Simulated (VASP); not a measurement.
# Sb2Pd: structure and properties in VASP, part 3 of 5

How well does PBEsol reproduce what experiment finds for Sb2Pd? The cell is relaxed first, and properties follow on it. The start is a cell from a database of measured crystal structures.

VASP 6.6.1, plane waves and PAW; the level of theory is named at each step.

So far. Step 3 (Density, ELF and potential (PBEsol)): In this run the pressure is 0.00 GPa, small enough to go on. Step 4 (Band structure (PBEsol)): There is no gap at this level.

### 5. Total and projected DOS (PBEsol)

Level of this step: PBEsol; plane waves and PAW (Sb, Pd) (VASP).

Here the states are counted by energy and projected on the atoms. The mesh is finer than in the run before.

Input file INCAR:

```
SYSTEM = Sb2Pd
PREC = Accurate
ENCUT = 400
EDIFF = 1E-06
NELM = 100
ISMEAR = -5
SIGMA = 0.05
LREAL = .FALSE.
ALGO = Normal
GGA = PS
NBANDS = 68
LASPH = .TRUE.
LORBIT = 11
LWAVE = .FALSE.
LCHARG = .FALSE.
KPAR = 8
NEDOS = 2001
```

Input file POSCAR:

```
Sb2Pd
1.0
    6.4621170971      0.0000000000      0.0000000000
    0.0000000000      6.4621170971      0.0000000000
    0.0000000000      0.0000000000      6.4621170971
Sb Pd
8 4
Direct
    0.3722996310      0.3722996310      0.3722996310
    0.1277003690      0.6277003690      0.8722996310
    0.8722996310      0.1277003690      0.6277003690
    0.6277003690      0.8722996310      0.1277003690
    0.6277003690      0.6277003690      0.6277003690
    0.8722996310      0.3722996310      0.1277003690
    0.1277003690      0.8722996310      0.3722996310
    0.3722996310      0.1277003690      0.8722996310
    0.0000000000      0.0000000000      0.0000000000
    0.5000000000      0.0000000000      0.5000000000
    0.5000000000      0.5000000000      0.0000000000
    0.0000000000      0.5000000000      0.5000000000
```

Input file KPOINTS:

```
Automatic mesh
0
Gamma
6 6 6
0 0 0
```

Potentials, in the order of the species: Sb and Pd (PBE family, release 64).

Launch:

```console
mpirun -np 8 vasp_std
```

The program printed:

```text
[... set-up lines as in an earlier step ...]
 entering main loop
       N       E                     dE             d eps       ncg     rms          rms(c)
DAV:   1     0.363563011985E+03    0.36356E+03   -0.25973E+04  3264   0.814E+02
DAV:   2    -0.457769853949E+02   -0.40934E+03   -0.38288E+03  3732   0.188E+02
DAV:   3    -0.663728422263E+02   -0.20596E+02   -0.20129E+02  3804   0.442E+01
DAV:   4    -0.666112514743E+02   -0.23841E+00   -0.23821E+00  3764   0.521E+00
DAV:   5    -0.666163868393E+02   -0.51354E-02   -0.51352E-02  3680   0.787E-01    0.151E+01
DAV:   6    -0.657493512580E+02    0.86704E+00   -0.65609E+00  3556   0.156E+01    0.718E+00
DAV:   7    -0.650378861287E+02    0.71147E+00   -0.17322E+00  3492   0.882E+00    0.486E+00
DAV:   8    -0.649171445654E+02    0.12074E+00   -0.31144E-01  3596   0.177E+00    0.815E-01
DAV:   9    -0.649078398996E+02    0.93047E-02   -0.29511E-02  3448   0.101E+00    0.231E-01
DAV:  10    -0.649076141979E+02    0.22570E-03   -0.42257E-03  3632   0.231E-01    0.107E-01
DAV:  11    -0.649079293514E+02   -0.31515E-03   -0.24280E-04  3704   0.939E-02    0.507E-02
DAV:  12    -0.649077764209E+02    0.15293E-03   -0.53582E-05  3512   0.432E-02    0.250E-02
DAV:  13    -0.649077877294E+02   -0.11308E-04   -0.43033E-06  3440   0.669E-03    0.220E-03
DAV:  14    -0.649077934830E+02   -0.57536E-05   -0.26611E-07  1836   0.219E-03    0.141E-03
DAV:  15    -0.649077877912E+02    0.56918E-05   -0.11260E-07  1816   0.186E-03    0.291E-04
DAV:  16    -0.649077887629E+02   -0.97174E-06   -0.15037E-08  1800   0.505E-04
   1 F= -.64907789E+02 E0= -.64907789E+02  d E =0.000000E+00
 -----------------------------------------------------------------------------
|                                                                             |
|           W    W    AA    RRRRR   N    N  II  N    N   GGGG   !!!           |
|           W    W   A  A   R    R  NN   N  II  NN   N  G    G  !!!           |
|           W    W  A    A  R    R  N N  N  II  N N  N  G       !!!           |
|           W WW W  AAAAAA  RRRRR   N  N N  II  N  N N  G  GGG   !            |
|           WW  WW  A    A  R   R   N   NN  II  N   NN  G    G                |
|           W    W  A    A  R    R  N    N  II  N    N   GGGG   !!!           |
|                                                                             |
|     Tetrahedron method does not include variations of the Fermi             |
|     occupations, so forces and stress will be inaccurate. We suggest        |
|     using a different smearing scheme ISMEAR = 1 or 2 for metals in         |
|     relaxations.                                                            |
|                                                                             |
 -----------------------------------------------------------------------------
```

The job ended after 47 s (8 MPI ranks of Intel Xeon Platinum 8259CL at 2.50GHz (Skylake/Cascade Lake), shared host; peak memory 3.4 GiB; 6.1 min of CPU time).

Parts of OUTCAR (step 5):

```text
   k-points           NKPTS =     24   k-points in BZ     NKDIM =     24   number of bands    NBANDS=     68

   NELECT =      80.0000    total number of electrons

 E-fermi :   8.6988

 k-point     1 :       0.0000    0.0000    0.0000
  band No.  band energies     occupation
    ...
     39       8.1973      2.00000
     40       8.1973      2.00000
     41       8.5041      2.01867
     42       8.5041      1.98917
     43       8.5041      0.52930
     44       9.6110      0.00000
     45      11.3884      0.00000
     46      11.3884      0.00000
     47      11.3884      0.00000
     48      12.9583      0.00000
    ...

  Total       -0.3165455     -0.3165455     -0.3165455     -0.0000000      0.0000000     -0.0000000
  in kB       -1.8794133     -1.8794133     -1.8794133     -0.0000000      0.0000000     -0.0000000
  external PRESSURE =      -1.8794133 kB  Pullay stress =       0.0000000 kB

 POSITION                                       TOTAL-FORCE (eV/Angst)
 -----------------------------------------------------------------------------------
      2.40584      2.40584      2.40584         0.014549      0.014549      0.014549
      0.82521      4.05627      5.63690        -0.014549     -0.014549      0.014549
      5.63690      0.82521      4.05627         0.014549     -0.014549     -0.014549
      4.05627      5.63690      0.82521        -0.014549      0.014549     -0.014549
      4.05627      4.05627      4.05627        -0.014549     -0.014549     -0.014549
      5.63690      2.40584      0.82521         0.014549      0.014549     -0.014549
      0.82521      5.63690      2.40584        -0.014549      0.014549      0.014549
      2.40584      0.82521      5.63690         0.014549     -0.014549      0.014549
      0.00000      0.00000      0.00000         0.000000     -0.000000      0.000000
      3.23106      0.00000      3.23106         0.000000     -0.000000      0.000000
      3.23106      3.23106      0.00000         0.000000     -0.000000      0.000000
      0.00000      3.23106      3.23106         0.000000     -0.000000      0.000000
 -----------------------------------------------------------------------------------
    total drift:                               -0.000000     -0.000000     -0.000000

  FREE ENERGIE OF THE ION-ELECTRON SYSTEM (eV)
  ---------------------------------------------------
  free  energy   TOTEN  =       -64.9077887629 eV

  energy  without entropy=      -64.9077887629  energy(sigma->0) =      -64.90778876

[... 7 parts as in an earlier step ...]

[... 9 further parts left out ...]
```

With tetrahedra the forces and stress of a metal are not exact derivatives of the energy.

This step gave:

- SCF cycles: 16
- irreducible k-points: 24
- free energy (TOTEN): -64.9078 eV
- Fermi energy: 8.699 eV
- pressure: -0.1879 GPa
- DOS at the Fermi level: 3.251 states/eV/cell

The density of states has structure finer than the step of the table below, so its rows give means over 1 eV, whole bins alone (the curve runs from -12.0 to 2.77 eV). Peaks (eV: height): total -5.3: 23.3, -4.8: 30.9, -3.6: 34.6, -3.3: 49.5; Pd d -4.8: 17.2, -3.6: 27.3, -3.3: 41.5, -3.1: 8.47; Sb p -5.3: 4.55, -4.8: 4.52, -1.5: 3.15, -0.5: 4.02; Pd p -8.8: 0.668, -1.5: 0.896, -1.0: 0.951, -0.5: 1.47; Sb s -10.0: 4.46, -8.8: 10.5, -8.6: 6.23.

States under -12.0 eV and over 2.8 eV are left out. Table of density of states by energy, zero at the Fermi level; means over each step; values in states/eV/cell:

| energy (eV) | total | Pd d | Sb p | Pd p | Sb s | Pd s |
| --- | --- | --- | --- | --- | --- | --- |
| -11 | 2.90 | 0.0316 | 0.0487 | 0.0588 | 1.39 | 0.140 |
| -10 | 4.26 | 0.183 | 0.0772 | 0.103 | 2.22 | 0.0603 |
| -9 | 6.35 | 0.502 | 0.106 | 0.172 | 3.33 | 0.177 |
| -8 | 1.60 | 0.133 | 0.0293 | 0.0463 | 0.874 | 0.0350 |
| -7 | 0.0317 | 0.00116 | 4.0e-4 | 0.00146 | 0.0192 | 3.1e-4 |
| -6 | 0.0352 | 0.00894 | 0.00723 | 6.6e-4 | 3.6e-4 | 0.00235 |
| -5 | 15.2 | 7.07 | 2.49 | 0.209 | 0.161 | 0.551 |
| -4 | 15.5 | 10.5 | 1.25 | 0.207 | 0.257 | 0.308 |
| -3 | 16.5 | 12.0 | 1.00 | 0.292 | 0.265 | 0.382 |
| -2 | 7.42 | 2.35 | 1.65 | 0.462 | 0.216 | 0.154 |
| -1 | 6.97 | 0.968 | 2.09 | 0.685 | 0.184 | 0.120 |
| 0 | 3.87 | 0.647 | 1.11 | 0.364 | 0.162 | 0.0505 |
| 1 | 5.84 | 1.30 | 1.52 | 0.239 | 0.403 | 0.0819 |
| 2 | 5.22 | 1.02 | 1.59 | 0.146 | 0.212 | 0.0676 |

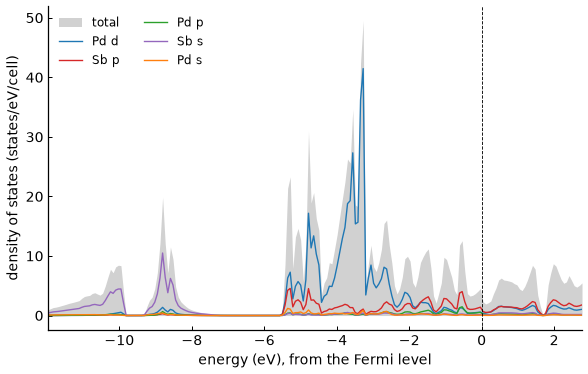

Density of states against energy.

The finer mesh and the other smearing move the Fermi level by -0.01 eV from the 4×4×4 run, a small shift, which tests the Fermi level alone. Of the states within 0.3 eV of the Fermi level, the largest shares in the PAW spheres are Sb p 29 %, Pd d 16 % and Pd p 10 %. The rest lies in smaller channels or between the spheres.

### 6. Band structure (PBEsol + SOC)

This step: PBEsol, spin-orbit coupling; plane waves and PAW (Sb, Pd) (VASP 6.6.1).

The mesh alone shows little of the dispersion and can miss band extrema, so KPOINTS_OPT adds a path through the symmetry points after the self-consistent cycle. Spin-orbit coupling needs spinors and the noncollinear program, where each band holds one electron.

Input file INCAR:

```
SYSTEM = Sb2Pd
PREC = Accurate
ENCUT = 400
EDIFF = 1E-06
NELM = 100
ISMEAR = 0
SIGMA = 0.05
LREAL = .FALSE.
ALGO = Normal
GGA = PS
LNONCOLLINEAR = .TRUE.
MAGMOM = 0 0 0 0 0 0 0 0 0 0 0 0 0 0 0 0 0 0 0 0 0 0 0 0 0 0 0 0 0 0 0 0 0 0 0 0
NBANDS = 104
GGA_COMPAT = .FALSE.
LASPH = .TRUE.
LSORBIT = .TRUE.
LMAXMIX = 4
LORBIT = 11
LWAVE = .FALSE.
LCHARG = .FALSE.
KPAR = 8
```

POSCAR is that of step 5.

Input file KPOINTS:

```
Automatic mesh
0
Gamma
4 4 4
0 0 0
```

Input file KPOINTS_OPT:

```
Line mode
12
Line-mode
Reciprocal
  0.00000000   0.00000000   0.00000000 GAMMA
  0.00000000   0.50000000   0.00000000 X

  0.00000000   0.50000000   0.00000000 X
  0.50000000   0.50000000   0.00000000 M

  0.50000000   0.50000000   0.00000000 M
  0.00000000   0.00000000   0.00000000 GAMMA

  0.00000000   0.00000000   0.00000000 GAMMA
  0.50000000   0.50000000   0.50000000 R

  0.50000000   0.50000000   0.50000000 R
  0.00000000   0.50000000   0.00000000 X

  0.50000000   0.50000000   0.00000000 M
  0.50000000   0.50000000   0.50000000 R
```

Launch:

```console
mpirun -np 8 vasp_ncl
```

The program printed:

```text
[... set-up lines as in an earlier step ...]
 entering main loop
       N       E                     dE             d eps       ncg     rms          rms(c)
DAV:   1     0.411302691561E+03    0.41130E+03   -0.26610E+04  2288   0.107E+03
DAV:   2    -0.381307664119E+02   -0.44943E+03   -0.42394E+03  2568   0.231E+02
DAV:   3    -0.667222521820E+02   -0.28591E+02   -0.27544E+02  2656   0.601E+01
DAV:   4    -0.673139217640E+02   -0.59167E+00   -0.58618E+00  2584   0.913E+00
DAV:   5    -0.673250821011E+02   -0.11160E-01   -0.11156E-01  2552   0.138E+00    0.160E+01
DAV:   6    -0.664390825427E+02    0.88600E+00   -0.89311E+00  2368   0.200E+01    0.771E+00
DAV:   7    -0.657819995425E+02    0.65708E+00   -0.24526E+00  2360   0.116E+01    0.556E+00
DAV:   8    -0.656831084159E+02    0.98891E-01   -0.45648E-01  2416   0.221E+00    0.150E+00
DAV:   9    -0.656536617076E+02    0.29447E-01   -0.71575E-02  2400   0.179E+00    0.418E-01
DAV:  10    -0.656535800564E+02    0.81651E-04   -0.97655E-03  2344   0.355E-01    0.165E-01
DAV:  11    -0.656535410568E+02    0.39000E-04   -0.34756E-04  2472   0.731E-02    0.610E-02
DAV:  12    -0.656535341168E+02    0.69400E-05   -0.55658E-05  2424   0.278E-02    0.245E-02
DAV:  13    -0.656535296852E+02    0.44316E-05   -0.52715E-06  2360   0.123E-02    0.118E-02
DAV:  14    -0.656535283037E+02    0.13815E-05   -0.13084E-06  1376   0.589E-03    0.237E-03
DAV:  15    -0.656535281180E+02    0.18565E-06   -0.41450E-07  1144   0.251E-03
   1 F= -.65653528E+02 E0= -.65651766E+02  d E =-.352387E-02  mag=     0.0000     0.0000    -0.0000
 Start KPOINTS_OPT (optional k-point list driver)
k-point batch [1-11\72]
       N       E                     dE             ncg
DAV:   1     0.888793910652E+04    0.52287E+04     2288
DAV:   2     0.391458929144E+04   -0.49733E+04     2616
DAV:   3     0.363549293094E+04   -0.27910E+03     2576
DAV:   4     0.363041834572E+04   -0.50746E+01     2568
DAV:   5     0.363029764497E+04   -0.12070E+00     2688
DAV:   6     0.363029378492E+04   -0.38600E-02     2552
DAV:   7     0.363029357692E+04   -0.20800E-03     2840
DAV:   8     0.363029356788E+04   -0.90444E-05     2136
DAV:   9     0.363029356740E+04   -0.47793E-06     1592
[...]
k-point batch [67-72\72]
       N       E                     dE             ncg
DAV:   1     0.121883094216E+05   -0.47718E+04     1248
DAV:   2     0.953146485678E+04   -0.26568E+04     1368
DAV:   3     0.935578188039E+04   -0.17568E+03     1448
DAV:   4     0.935171566348E+04   -0.40662E+01     1352
DAV:   5     0.935164315376E+04   -0.72510E-01     1416
DAV:   6     0.935164111106E+04   -0.20427E-02     1328
DAV:   7     0.935164099877E+04   -0.11229E-03     1536
DAV:   8     0.935164099529E+04   -0.34845E-05     1104
DAV:   9     0.935164099511E+04   -0.17893E-06      720
```

It took 6.6 min on 8 MPI ranks; peak memory 6.4 GiB.

From OUTCAR (step 6):

```text
   k-points           NKPTS =     11   k-points in BZ     NKDIM =     11   number of bands    NBANDS=    104

   NELECT =      80.0000    total number of electrons

 E-fermi :   8.7096

 k-point     1 :       0.0000    0.0000    0.0000
  band No.  band energies     occupation
    ...
     82       8.3391      1.00000
     83       8.5670      0.99997
     84       8.5670      0.99997
     85       8.5670      0.99997
     86       8.5670      0.99997
     87       9.6117      0.00000
     88       9.6117      0.00000
     89      11.3759      0.00000
     90      11.3759      0.00000
     91      11.3759      0.00000
    ...

  Total        0.1139558      0.1139558      0.1139558     -0.0000000     -0.0000000      0.0000000
  in kB        0.6765852      0.6765852      0.6765852     -0.0000000     -0.0000000      0.0000000
  external PRESSURE =       0.6765852 kB  Pullay stress =       0.0000000 kB

 POSITION                                       TOTAL-FORCE (eV/Angst)
 -----------------------------------------------------------------------------------
      2.40584      2.40584      2.40584         0.003481      0.003481      0.003481
      0.82521      4.05627      5.63690        -0.003481     -0.003481      0.003481
      5.63690      0.82521      4.05627         0.003481     -0.003481     -0.003481
      4.05627      5.63690      0.82521        -0.003481      0.003481     -0.003481
      4.05627      4.05627      4.05627        -0.003481     -0.003481     -0.003481
      5.63690      2.40584      0.82521         0.003481      0.003481     -0.003481
      0.82521      5.63690      2.40584        -0.003481      0.003481      0.003481
      2.40584      0.82521      5.63690         0.003481     -0.003481      0.003481
      0.00000      0.00000      0.00000         0.000000      0.000000      0.000000
      3.23106      0.00000      3.23106         0.000000      0.000000      0.000000
      3.23106      3.23106      0.00000         0.000000      0.000000      0.000000
      0.00000      3.23106      3.23106         0.000000      0.000000      0.000000
 -----------------------------------------------------------------------------------
    total drift:                               -0.000000     -0.000000     -0.000000

  FREE ENERGIE OF THE ION-ELECTRON SYSTEM (eV)
  ---------------------------------------------------
  free  energy   TOTEN  =       -65.6535281180 eV

  energy  without entropy=      -65.6500042448  energy(sigma->0) =      -65.65176618

 Spin-Orbit-Coupling matrix elements
 Ion:    1  E_soc:     -0.1241191
 Ion:    2  E_soc:     -0.1241191
 Ion:    3  E_soc:     -0.1241191
 Ion:    4  E_soc:     -0.1241191
 Ion:    5  E_soc:     -0.1241191
 Ion:    6  E_soc:     -0.1241191
 Ion:    7  E_soc:     -0.1241191
 Ion:    8  E_soc:     -0.1241191
 Ion:    9  E_soc:     -0.0702957
 Ion:   10  E_soc:     -0.0702957
 Ion:   11  E_soc:     -0.0702957
 Ion:   12  E_soc:     -0.0702957

 magnetization (x)
# of ion       s       p       d       tot
------------------------------------------
    1        0.000   0.000  -0.000   0.000
    2       -0.000  -0.000   0.000  -0.000
    3        0.000   0.000  -0.000   0.000
    4       -0.000  -0.000   0.000  -0.000
    5        0.000   0.000  -0.000   0.000
    6       -0.000  -0.000   0.000  -0.000
    7        0.000   0.000  -0.000   0.000
    8       -0.000  -0.000   0.000  -0.000
    9        0.000   0.000   0.000   0.000
   10       -0.000  -0.000  -0.000  -0.000
   11        0.000   0.000   0.000   0.000
   12       -0.000  -0.000  -0.000  -0.000
--------------------------------------------------
tot         -0.000   0.000   0.000  -0.000

 magnetization (y)
# of ion       s       p       d       tot
------------------------------------------
    1        0.000   0.000  -0.000   0.000
    2       -0.000  -0.000   0.000  -0.000
    3       -0.000  -0.000   0.000  -0.000
    4        0.000   0.000  -0.000   0.000
    5        0.000   0.000  -0.000   0.000
    6       -0.000  -0.000   0.000  -0.000
    7       -0.000  -0.000   0.000  -0.000
    8        0.000   0.000  -0.000   0.000
    9        0.000   0.000   0.000   0.000
   10       -0.000  -0.000  -0.000  -0.000
   11       -0.000  -0.000  -0.000  -0.000
   12        0.000   0.000   0.000   0.000
--------------------------------------------------
tot          0.000   0.000   0.000   0.000

 magnetization (z)
# of ion       s       p       d       tot
------------------------------------------
    1        0.000   0.000  -0.000   0.000
    2        0.000   0.000  -0.000   0.000
    3       -0.000  -0.000   0.000  -0.000
    4       -0.000  -0.000   0.000  -0.000
    5        0.000   0.000  -0.000   0.000
    6        0.000   0.000  -0.000   0.000
    7       -0.000  -0.000   0.000  -0.000
    8       -0.000  -0.000   0.000  -0.000
    9        0.000   0.000   0.000   0.000
   10        0.000   0.000   0.000   0.000
   11       -0.000  -0.000  -0.000  -0.000
   12       -0.000  -0.000  -0.000  -0.000
--------------------------------------------------
tot         -0.000  -0.000   0.000  -0.000

[... 8 parts as in an earlier step ...]

[... 8 further parts left out ...]
```

Numbers from this step:

- SCF cycles: 15
- bands: 104
- irreducible k-points: 11
- free energy (TOTEN): -65.6535 eV
- energy at zero smearing: -65.6518 eV
- Fermi energy: 8.710 eV
- pressure: 0.06766 GPa

On-site spin-orbit energy by atom:

| atom | on-site spin-orbit energy (eV) |
| --- | --- |
| Sb1 | -0.124 |
| Sb2 | -0.124 |
| Sb3 | -0.124 |
| Sb4 | -0.124 |
| Sb5 | -0.124 |
| Sb6 | -0.124 |
| Sb7 | -0.124 |
| Sb8 | -0.124 |
| Pd9 | -0.070 |
| Pd10 | -0.070 |
| Pd11 | -0.070 |
| Pd12 | -0.070 |

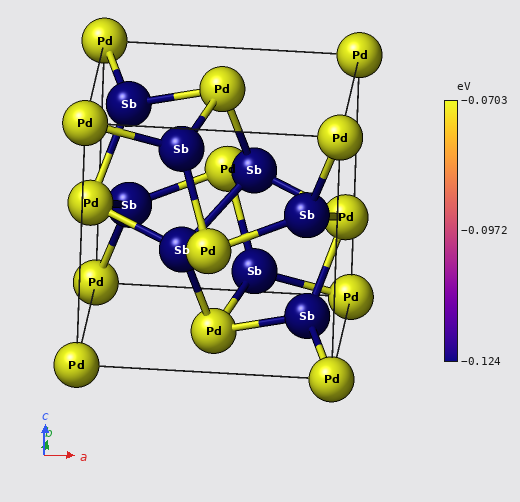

Atoms coloured by on-site spin-orbit energy. Bonds to atoms that aren't drawn are left out. Some periodic images of atoms are drawn too.

Electronic bands along the path, in eV, zero at the Fermi level; # counts the bands kept, so #1 is VASP's band 9:

| point | #71 | #72 | #73 | #74 | #75 | #76 | #77 | #78 |
| --- | --- | --- | --- | --- | --- | --- | --- | --- |
| Γ | -0.46 | -0.46 | -0.37 | -0.37 | -0.14 | -0.14 | -0.14 | -0.14 |
| X | -0.58 | -0.58 | 0.53 | 0.53 | 0.53 | 0.53 | 1.30 | 1.30 |
| M | -0.61 | -0.61 | 1.50 | 1.50 | 1.50 | 1.50 | 1.53 | 1.53 |
| Γ | -0.46 | -0.46 | -0.37 | -0.37 | -0.14 | -0.14 | -0.14 | -0.14 |
| R | -0.34 | -0.34 | -0.30 | -0.30 | -0.30 | -0.30 | -0.30 | -0.30 |
| X | -0.58 | -0.58 | 0.53 | 0.53 | 0.53 | 0.53 | 1.30 | 1.30 |
| jump to M | -0.61 | -0.61 | 1.50 | 1.50 | 1.50 | 1.50 | 1.53 | 1.53 |
| R | -0.34 | -0.34 | -0.30 | -0.30 | -0.30 | -0.30 | -0.30 | -0.30 |

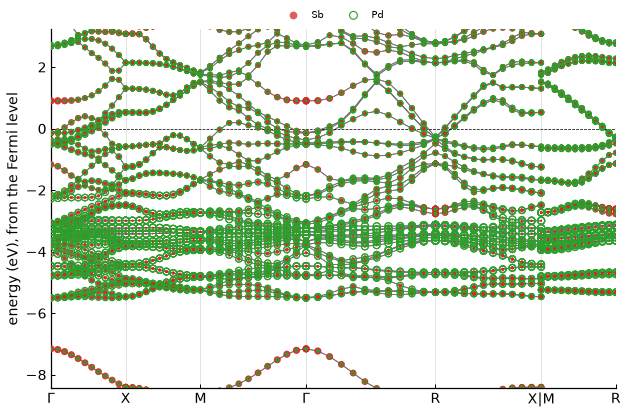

Electronic bands along the path; dots are coloured as in the legend, and their area grows with the weight.

There is no gap at this level.

(Part 3 of 5 ends here.)

[Lines on the potential files, build, host, timing and source positions are cut from VASP's logs without a mark.]

[Logs are printed without paths, hosts, clocks, repeated set-up lines and the standing remarks that a program may print on its own settings, such as how far it seeks lower states.]

[Hosts, paths, dates, database ids (printed as entryN), source tags and the programs' standing remarks are cut or masked in the printed files.]

[A measured line is paired with the nearest computed mode of its activity, which favours agreement.]
